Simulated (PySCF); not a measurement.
C₄H₆F₄

| atom | x (Å) | y (Å) | z (Å) |
| --- | --- | --- | --- |
| C | -0.6292 | 1.3103 | 0.2957 |
| C | -0.0240 | -0.0834 | 0.3794 |
| F | -0.1457 | -0.5479 | 1.6791 |
| C | 1.4638 | -0.0785 | 0.0126 |
| F | 1.9409 | -1.3540 | -0.1178 |
| C | -0.7804 | -1.0884 | -0.5130 |
| F | -0.5796 | -0.7803 | -1.8145 |
| F | -2.1107 | -1.0129 | -0.3057 |
| H | -0.6057 | 1.6634 | -0.7313 |
| H | -0.0718 | 1.9937 | 0.9305 |
| H | -1.6613 | 1.2733 | 0.6367 |
| H | 1.6204 | 0.4254 | -0.9450 |
| H | 2.0396 | 0.4032 | 0.8082 |
| H | -0.4568 | -2.1243 | -0.3371 |

Geometry: GFN2-xTB.

Method: PBE0/pcSseg-1, SCF density, gas phase, non-relativistic in PySCF 2.14.0.

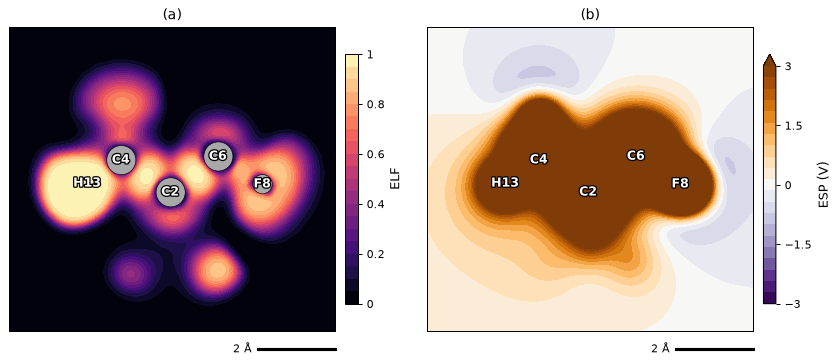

Figure 1. (a) ELF; (b) electrostatic potential on the plane of atoms C2, C6 and F8. Grey discs cover the atomic cores in the ELF map.

Q: What do the fields say about this system?

A: The section cuts through C, F and H sites. C–F (1.35 Å): the ELF peaks at about 0.85 between the atoms; a shared but strongly polarised pair. C–C (1.53 Å): the ELF peaks at about 0.95 between the atoms: a shared electron pair. C–H (1.09 Å): the ELF climbs to about 1 towards the hydrogen, as it does in any bond to H: a covalent bond by its length. The ELF also peaks beside F8, away from the bonds: lone-pair regions. Outside the dense part of the molecule the potential is most negative (−0.8 V) near F5, which lies off the plane.

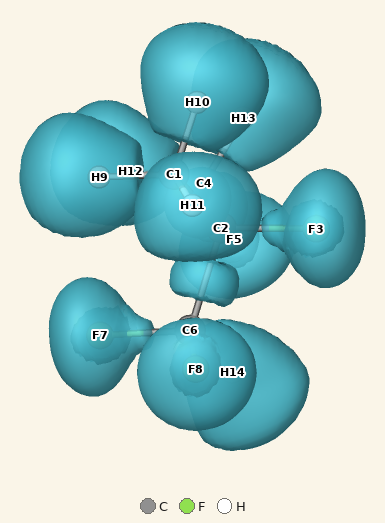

Figure 2. Isosurface of the ELF at 0.75 (cyan), seen at an oblique angle. Only the valence region is drawn (cores and ρ < 0.01 e/Å³ removed).

Q: Identify the bonds, lone pairs and shells in this picture.

A: At this value the surface marks out three regions between bonded C–C atoms (shared pairs), six regions around hydrogen nuclei and four regions on F in which the atom's valence shell and bonds are merged. Along the contacts the grid gives the following. C–C (1.52 Å): the ELF peaks at about 0.95 between the atoms: a covalent bond.

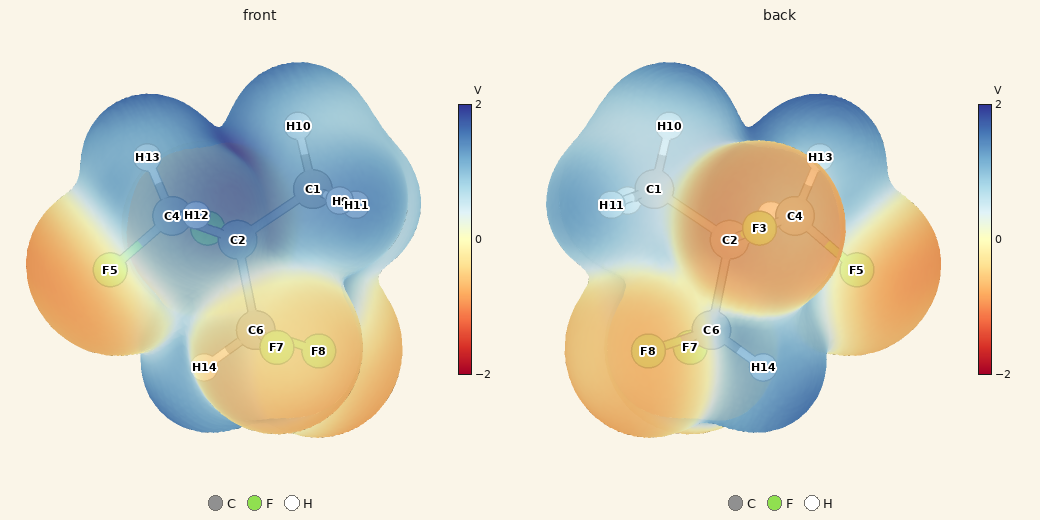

Figure 3. The molecular electrostatic potential painted on the density surface at 0.004 e/bohr³, seen from the front and from behind; the colour scale runs from red (negative) to blue (positive).

Q: Describe the electrostatic potential map.

A: The most negative region (about −0.9 V) lies over F3 and F5, the most positive (about +1.8 V) over C1 and C4.

Q: What dipole moment does the calculation give?

A: Its dipole moment is 2.25 D.
